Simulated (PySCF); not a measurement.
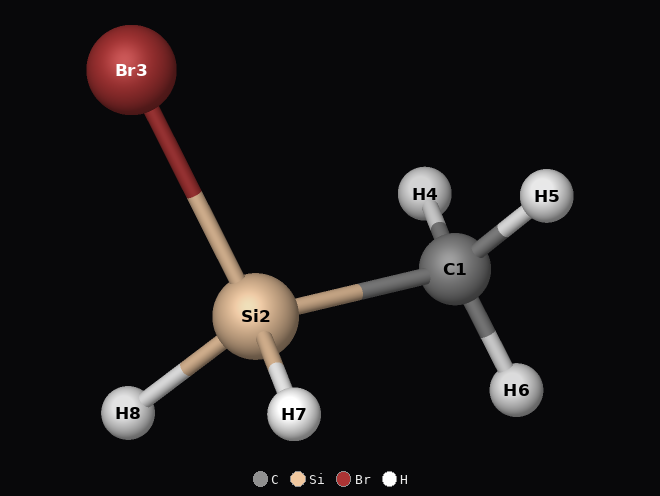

The geometry was computed by an optimisation with PBE0-D3(BJ)/def2-SVP. No frequency run is at hand to confirm it as a minimum.

Give the bond lengths.

```json
{"bond": "C1–Si2", "length (Å)": "1.867", "order": "single"}
{"bond": "C1–H4", "length (Å)": "1.100", "order": "single"}
{"bond": "C1–H5", "length (Å)": "1.100", "order": "single"}
{"bond": "C1–H6", "length (Å)": "1.102", "order": "single"}
{"bond": "Si2–Br3", "length (Å)": "2.234", "order": "single"}
{"bond": "Si2–H7", "length (Å)": "1.491", "order": "single"}
{"bond": "Si2–H8", "length (Å)": "1.491", "order": "single"}
```
